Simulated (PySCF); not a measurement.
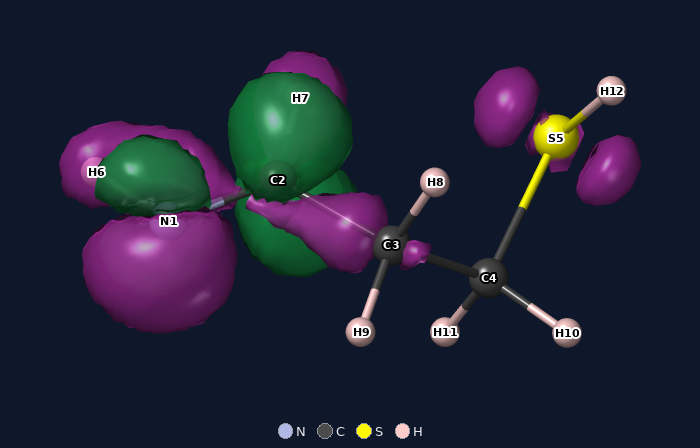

*C3H7NS, SMILES `N=CCCS`. Unrelaxed difference density of S₁ less the ground state (TDA singlet states), ±0.04 e/Å³; green: gain, purple: loss.*

PySCF calculation, M06-2X/6-31+G*, gas phase; geometry: GFN2-xTB. No frequency check shows the geometry to be a minimum. GFN2-xTB bond lengths at metals and heavier atoms can be off by up to 0.1 Å and shapes distorted, which carries into these values.

Q: How does the charge move on excitation?

A: 0.71 e is displaced in all, of which about 0.3 e passes between atoms: N1 (0.18 e) and S5 (0.08 e) lose electrons and C2 (0.23 e) gains them. The state: 5.04 eV (246 nm), f = 0.003; the leading pair carries 92 %; hole on N1 (51 %), S5 (14 %) and C2 (11 %), electron on C2 (34 %), N1 (33 %) and S5 (7 %); their centroids lie 0.3 Å apart.
